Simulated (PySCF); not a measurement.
**C₃H₁₀BNO₂Si₂ (SMILES [SiH3]N([SiH3])C1=[O+][BH2-]OC=C1): density, localisation and related maps**

Input

```
{"job": {"kind": "nmr", "xc": "PBE0", "basis": "pcSseg-1"}, "charge": 0, "multiplicity": 1}
Si    -1.698551    -1.782182     0.071105
N     -1.124444    -0.076752    -0.083742
Si    -2.189385     1.333564    -0.316441
C      0.222825     0.051920     0.015642
O      0.856302    -1.035982     0.258259
B      2.386255    -1.095237     0.083176
O      2.921719     0.237172     0.576771
C      2.235158     1.287090     0.348327
C      0.914044     1.287391    -0.058401
H     -3.173036    -1.670847    -0.115037
H     -1.114790    -2.626395    -1.002554
H     -1.407062    -2.318647     1.426081
H     -3.574990     0.803610    -0.382393
H     -2.038797     2.276217     0.828433
H     -1.833544     2.033617    -1.583377
H      2.621802    -1.176765    -1.115811
H      2.810369    -1.990046     0.781552
H      2.756196     2.238536     0.530372
H      0.399435     2.228864    -0.241092
```

Run with:

```sh
OMP_NUM_THREADS=1 python probes_run.py task.json out
```

Geometry: PBE0-D3(BJ)/def2-SVP.

Computed with PBE0/pcSseg-1, SCF density, gas phase, non-relativistic (PySCF 2.14.0).

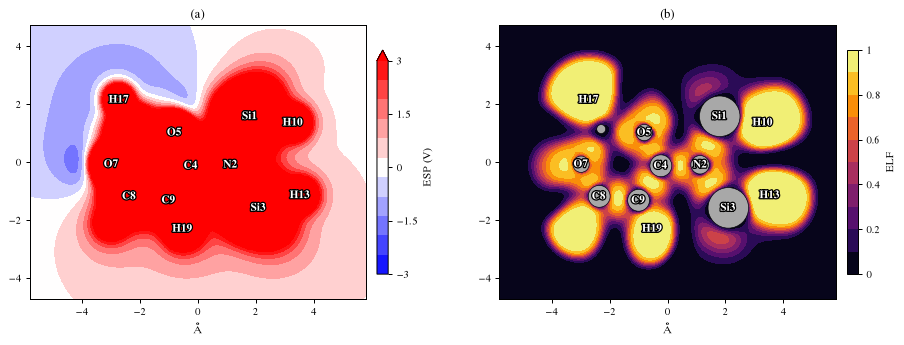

Figure 1. (a) molecular electrostatic potential; (b) ELF on the plane of atoms O5, C4 and C9. Grey discs cover the atomic cores in the ELF map.

> What does the map show?

Atoms in the plane: Si, N, C, O and H.
C–O (1.28 Å): the ELF peaks at about 0.90 between the atoms, as expected for a polar covalent bond.
C–N (1.36 Å): the ELF peaks at about 0.90 between the atoms (a covalent bond).
C–C (1.38 Å): the ELF peaks at about 0.95 between the atoms (a covalent bond).
Si–N (1.78 Å): the ELF peaks at about 0.90 between the atoms: a polar covalent bond.
C–H (1.09 Å): the ELF climbs to about 1 towards the hydrogen, as it does in any bond to H: an ordinary covalent bond to hydrogen.
The ELF also peaks beside O7 and O5, away from the bonds: lone-pair regions.
Outside the dense part of the molecule the potential is most negative (−1.6 V) near O7.

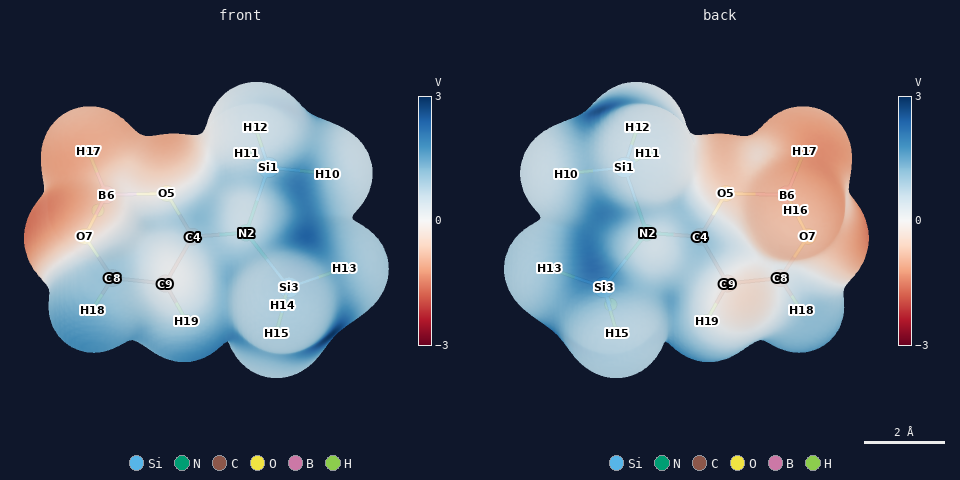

Figure 2. The molecular electrostatic potential painted on the density surface at 0.004 e/bohr³, seen from the front and from behind; the colour scale runs from red (negative) to blue (positive).

> Describe the electrostatic potential map.

The most negative region (about −1.5 V) lies over O7, the most positive (about +2.6 V) over Si1 and Si3. O7 is the likeliest acceptor of a hydrogen bond.

> How polar is the molecule by this calculation?

Its dipole moment is 5.29 D.
